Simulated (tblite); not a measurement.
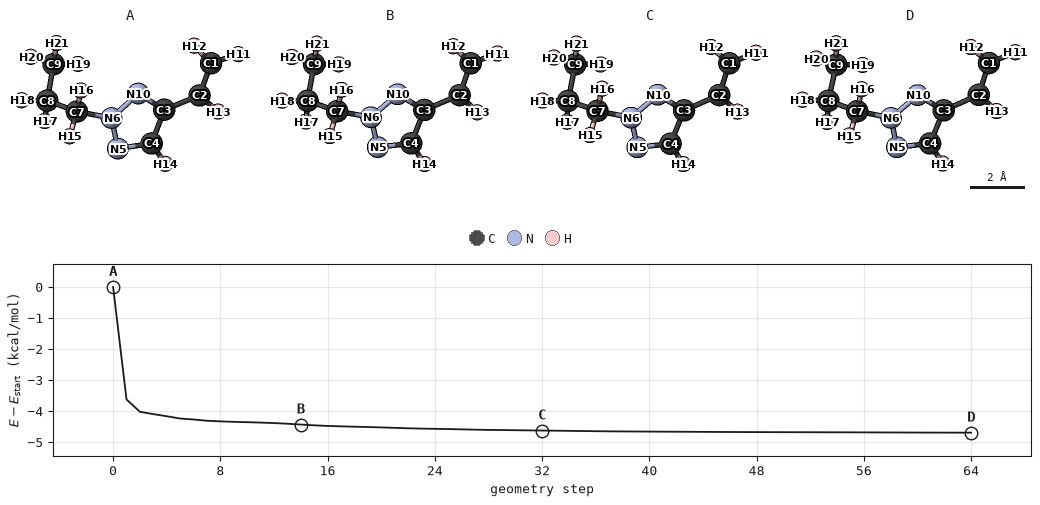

Frames of a relaxation of C₇H₁₁N₃, marked on the history of the run. The picture is a ball-and-stick view, seen face on.

Theory: tblite, GFN2-xTB geometry optimisation, gas phase. 

What happens along the run?

The largest move after the best rigid fit is that of H20, 0.24 Å. Largest moves by element: H 0.24 Å, C 0.10 Å, N 0.07 Å. Among the contacts that change: N5–N6 1.346 → 1.312 Å, N6–C7 1.456 → 1.434 Å, C9–H21 1.105 → 1.088 Å, C1–H11 1.093 → 1.076 Å. Bond angles that change, for instance: C1–C2–H13 117.4° → 121.4°, C4–N5–N6 101.1° → 104.6°, C3–N10–N6 101.7° → 105.0°. Over 64 geometry steps the energy falls by 4.69 kcal/mol. Cost: 0.38 s on 1 thread of Arm Neoverse V2, with other jobs on the host. From step 0 to 14: N5 moves most (0.06 Å), energy −4.43 kcal/mol. From step 14 to 32: H20 moves most (0.10 Å), energy −0.19 kcal/mol. From step 32 to 64: H20 moves most (0.11 Å), energy −0.07 kcal/mol.

```json
{"step": "0", "E − E(0), kcal/mol": "0.00"}
{"step": "1", "E − E(0), kcal/mol": "-3.62"}
{"step": "2", "E − E(0), kcal/mol": "-4.02"}
{"step": "3", "E − E(0), kcal/mol": "-4.09"}
{"step": "4", "E − E(0), kcal/mol": "-4.16"}
{"step": "5", "E − E(0), kcal/mol": "-4.23"}
{"step": "6", "E − E(0), kcal/mol": "-4.26"}
{"step": "7", "E − E(0), kcal/mol": "-4.30"}
{"step": "8", "E − E(0), kcal/mol": "-4.32"}
{"step": "9", "E − E(0), kcal/mol": "-4.34"}
{"step": "10", "E − E(0), kcal/mol": "-4.35"}
{"step": "13", "E − E(0), kcal/mol": "-4.40"}
{"step": "16", "E − E(0), kcal/mol": "-4.47"}
{"step": "19", "E − E(0), kcal/mol": "-4.51"}
{"step": "21", "E − E(0), kcal/mol": "-4.53"}
{"step": "24", "E − E(0), kcal/mol": "-4.56"}
{"step": "27", "E − E(0), kcal/mol": "-4.59"}
{"step": "30", "E − E(0), kcal/mol": "-4.61"}
{"step": "33", "E − E(0), kcal/mol": "-4.62"}
{"step": "36", "E − E(0), kcal/mol": "-4.64"}
{"step": "38", "E − E(0), kcal/mol": "-4.65"}
{"step": "41", "E − E(0), kcal/mol": "-4.66"}
{"step": "44", "E − E(0), kcal/mol": "-4.66"}
{"step": "47", "E − E(0), kcal/mol": "-4.67"}
{"step": "50", "E − E(0), kcal/mol": "-4.67"}
{"step": "53", "E − E(0), kcal/mol": "-4.67"}
{"step": "55", "E − E(0), kcal/mol": "-4.68"}
{"step": "58", "E − E(0), kcal/mol": "-4.68"}
{"step": "61", "E − E(0), kcal/mol": "-4.69"}
{"step": "64", "E − E(0), kcal/mol": "-4.69"}
```
